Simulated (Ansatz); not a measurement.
# Gap against volume in glassy 71SiO2-29BaO (mol %) (65 atoms)

Density of this cell: 3.31 g/cm³. The cell holds 65 atoms: 17 Si, 7 Ba and 41 O. Its edges and angles: a = 10.347 Å, b = 10.267 Å, c = 9.923 Å, α = 88.1°, β = 87.4°, γ = 87.0°. The starting structure: 65 atoms (17 Si, 7 Ba, 41 O) placed at random at 3.34 g/cm³, melted at 4000 K for 10 ps at fixed volume with the Morse and Coulomb pair potential with partial charges (Pedone, Malavasi, Menziani, Cormack and Segre, J. Phys. Chem. B 110, 11780 (2006)). Quenched from 4000 K to 300 K at 100 K/ps and fixed volume, held 10 ps at zero pressure.

Calculated with Ansatz 0.2.0: Kohn-Sham DFT, PBE, PAW (set soft_2), plane waves; cutoff 420 eV, Γ point, fixed occupations. The relaxed cell was scaled evenly and the atoms were relaxed at each volume. The gap is that between the highest filled and the lowest empty Kohn-Sham level on the run's k-points.

| volume (Å³/atom) | gap (eV) |
| --- | --- |
| 14.553 | 4.258 |
| 15.199 | 4.224 |
| 15.685 | ? |
| 16.170 | 4.019 |
| 16.655 | 3.918 |
| 17.140 | 3.811 |

Task: Fit a straight line in ln V to the rows given and interpolate to the withheld row.

**Working.**

A volume deformation potential makes the spacing linear in u = ln(V/V0), with V0 = 16.170 Å³ the relaxed volume; v is the spacing.

| u = ln(V/V0) | v (eV) |
| --- | --- |
| -0.105360 | 4.2577 |
| -0.0618754 | 4.2243 |
| 0 | 4.0191 |
| 0.0295587 | 3.9177 |
| 0.0582679 | 3.8107 |

With n = 5: mean u = -0.0158818, mean v = 4.0459, Σ(u − ū)² = 0.017937, Σ(u − ū)(v − v̄) = -0.050848. Slope b = -0.050848 / 0.017937 = -2.8348; intercept a = v̄ − b ū = 4.0009.

At the withheld volume u = -0.03046, and v = a + b u.

Prediction at 15.685: 4.087 eV. The run gave 4.109 eV, so the fit is low by 0.022 eV (0.53 % of the value).

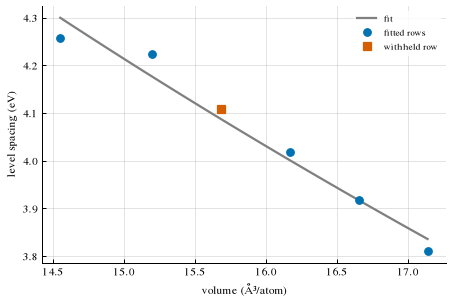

The fit, the rows that it rests on and the withheld row.

The slope, -2.83 eV, says that the spacing narrows on expansion. Among the rows given, the largest miss of the fit is at 15.199, by 0.048 eV (11 % of the range of the table).

Limits: The table spans 16 % in volume, wide for a linear law. Semilocal functionals tend to put gaps under measured ones. Only the Γ point is sampled. Atoms move by up to 0.9 Å in these relaxations, so the structure changes along the series. Defect or tail levels can set the spacing of a disordered cell. Spin–orbit coupling is left out, which matters for the levels of the heavy elements.

[Hosts, paths, dates, database ids (printed as entryN), source tags and the programs' standing remarks are cut or masked in the printed files.]
